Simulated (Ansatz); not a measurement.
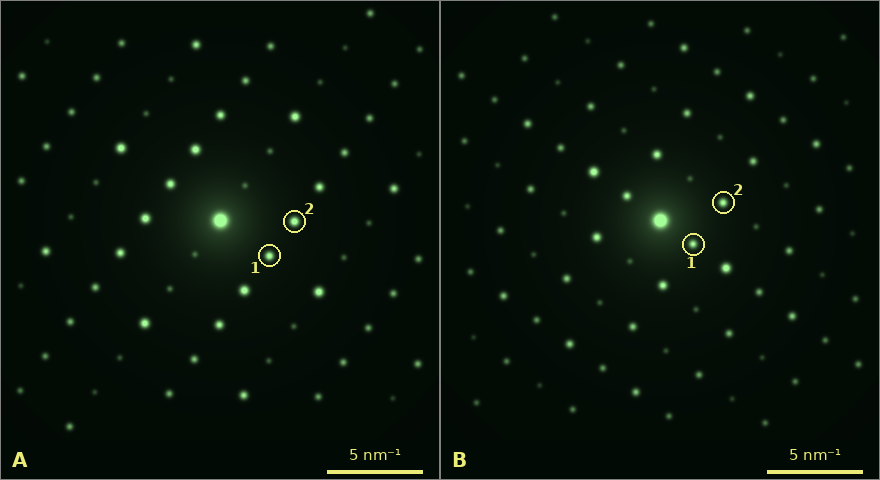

Kinematic electron diffraction patterns (120 kV, B = 0.5 Å², same scale) along [010] of the run's own cell, for the start and the end of one relaxation of ZrTl2 with Ansatz 0.2.0, DFT PBEsol, scalar-relativistic, plane waves, PAW. k mesh 8×8×8. The start is a generated model structure, and the relaxation ends in the nearest stationary point of its symmetry, not necessarily the ground state. Spot 1 is 0 0 -1 and spot 2 is -1 0 -1 in both.

Start structure:

```
CELL_PARAMETERS angstrom
4.27011 0.00000 0.00000
-2.13506 3.69803 0.00000
0.00000 0.00000 4.62352
ATOMIC_POSITIONS crystal
Zr 0.00000 0.00000 0.00000
Tl 0.33333 0.66667 0.50000
Tl 0.66667 0.33333 0.50000
```

Q: Which pattern belongs to the start structure, and which to the relaxed one?

A: B is the start: its cell gives d(1) = 4.624 Å, d(2) = 2.888 Å and an angle of 51.3°. A is the relaxed structure, with d(1) = 3.091 Å (-33.1 %), d(2) = 2.537 Å (-12.2 %) and 34.8°.

Q: Name reflections whose intensity changes strongly on relaxation.

A: 3 0 0 goes from 27 to 91 % of the strongest spot; 4 0 1 goes from 4.1 to 14 % of the strongest spot; 3 0 -1 goes from 7.2 to 20 % of the strongest spot.

Q: Summarise the relaxation behind the change.

A: The volume changed by -3.6 % to 23.46 Å³ an atom; the fractional coordinates hardly changed; the space group stayed P6/mmm (No. 191); the free energy fell by 850 meV an atom. Relaxed cell: a = 5.127 Å, b = 5.127 Å, c = 3.091 Å, α = 90.00°, β = 90.00°, γ = 120.00°.
